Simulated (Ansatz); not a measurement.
# A computed series for La2O3: pressure series

Take La2O3 (space group P-3m1, No. 164) as the base.

Space group P-3m1 (No. 164); a = b = 3.940 Å, c = 6.188 Å, α = β = 90.00°, γ = 120.00°

```csv
atom,site,symmetry,x,y,z
La,2d,3m.,0.3333,0.6667,0.2474
O,1a,-3m.,0.0000,0.0000,0.0000
O,2d,3m.,0.6667,0.3333,0.3547
```

Cell and atoms are relaxed at each pressure.

Levels (all Ansatz, a first-principles code, PAW): PBE (420 eV, spin-orbit coupling left out); PBEsol (420 eV, scalar-relativistic without spin-orbit coupling).

The base cell above is that of PBE; each level relaxes its own structures.

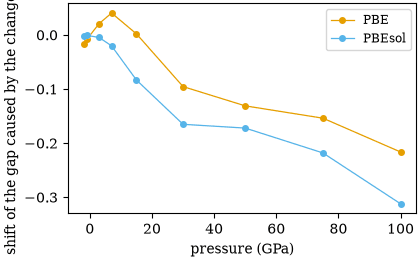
Figure. Shift of the gap caused by the change under two levels

Q: How do the two levels compare along the series?

A: The two levels differ by at most about 0.10 eV. They disagree on the order of pressure 15 GPa and pressure −2 GPa and of 1 more pair.

Load acts through the strain it causes; cell and atoms are relaxed under it. Whether these cells are dynamically stable was not tested. Competing high-pressure phases were not computed.
